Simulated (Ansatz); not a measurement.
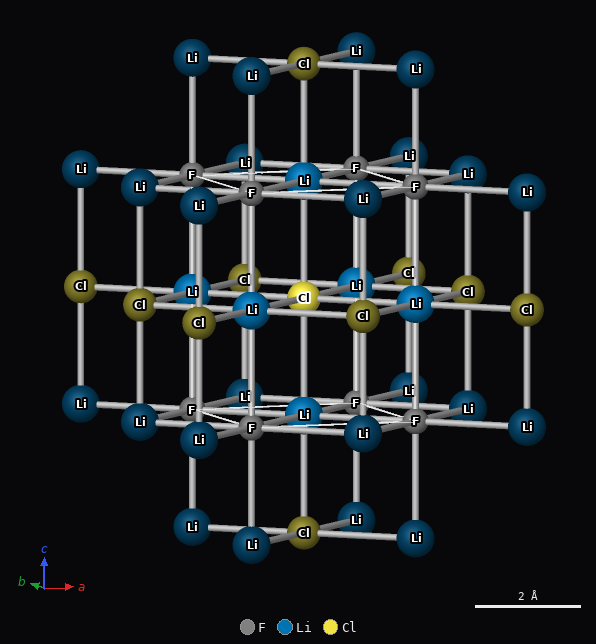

An orthographic ball-and-stick view of the structure, slightly off an axis. The edges of the conventional unit cell are marked. Periodic images bonded to atoms of the box are shown as well, in fainter colours.

Li₂ClF, space group P4/mmm (No. 123), a = 3.343 Å, b = 3.343 Å, c = 4.525 Å, α = 90.00°, β = 90.00°, γ = 90.00°. The structure comes from a structure type filled with these elements by a generator (whether the compound takes this form wasn't checked). The cell was then strained or its atoms displaced on purpose. It was the input of a calculation with Ansatz.

This one geometry was computed with Ansatz (DFT, plane waves, PAW) at three levels of theory: HSE06, PBE and r2SCAN. It was relaxed with r2SCAN and then strained.

How does the band gap change with the level of theory?

PBE: a gap of 6.62 eV, direct; r2SCAN: a gap of 7.34 eV, direct; HSE06: a gap of 8.09 eV, direct.

Collect the results in a table.

| level | cutoff (eV) | k-mesh of the run's cell | gap (eV) | pressure (GPa) |
| --- | --- | --- | --- | --- |
| HSE06 | 420 | 6×6×4 | 8.09 | 1.1 |
| PBE | 420 | 8×8×6 | 6.62 | 2.3 |
| r2SCAN | 500 | 8×8×6 | 7.34 | 0.8 |

Gaps are taken on the k-mesh or band path of each run.
